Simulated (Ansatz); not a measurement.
The starting structures come from a database of crystals and need not be the phases stable at ambient conditions.

 Where the default PAW files enter, the runs use the earlier of Ansatz's two default sets.

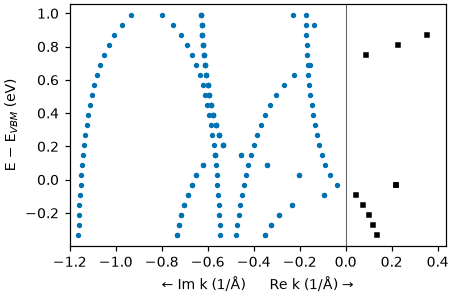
Figure. Complex bands at the centre of the two-dimensional zone; r2SCAN in Ansatz (a quantum-chemistry and plane-wave program)

No gap correction and no spin-orbit coupling; mid-gap values are interpolated between computed energies.

Problem. This is Ba(CuS)2 (I4/mmm, not sure to be the ambient phase, 5 atoms a cell, 19.3 Å³ an atom) along the normal of (001). Read off the slowest decay at the centre of the two-dimensional zone at 0.39 eV, the computed energy nearest the middle of the gap.

Solution. κ ≈ 0.14 1/Å, a decay length 1/(2κ) of the density of 3.5 Å.
